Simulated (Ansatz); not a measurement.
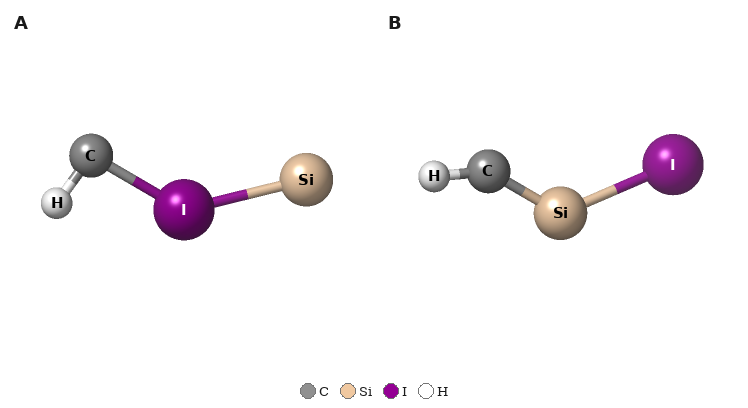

2 stationary structures of one formula. Geometries: PBE0-D4/def2-TZVP. Electronic energies: RHF-CCSD(T) (frozen core)/def2-TZVPP (Ansatz 0.2.0), without zero-point energy. No frequency run is at hand to confirm each as a minimum.

> Which structure is the most stable?

B is lowest (Cs); A lies 375.5 kJ/mol above it (Cs).

Give E(B) − E(A) in kJ/mol at these levels too: B3LYP-D4/def2-TZVPP; PBE-D4/def2-TZVPP; ωB97M-V/def2-TZVPP; PBE0-D4/def2-TZVP; PBE0-D4/def2-TZVPP; RHF-CCSD(T) (frozen core)/def2-TZVPP; r2SCAN-D4/def2-TZVPP.

```json
{"level": "B3LYP-D4/def2-TZVPP", "E(B) − E(A) (kJ/mol)": "−402.5"}
{"level": "PBE-D4/def2-TZVPP", "E(B) − E(A) (kJ/mol)": "−363.3"}
{"level": "ωB97M-V/def2-TZVPP", "E(B) − E(A) (kJ/mol)": "−446.3"}
{"level": "PBE0-D4/def2-TZVP", "E(B) − E(A) (kJ/mol)": "−407.0"}
{"level": "PBE0-D4/def2-TZVPP", "E(B) − E(A) (kJ/mol)": "−407.1"}
{"level": "RHF-CCSD(T) (frozen core)/def2-TZVPP", "E(B) − E(A) (kJ/mol)": "−375.5"}
{"level": "r2SCAN-D4/def2-TZVPP", "E(B) − E(A) (kJ/mol)": "−396.8"}
```
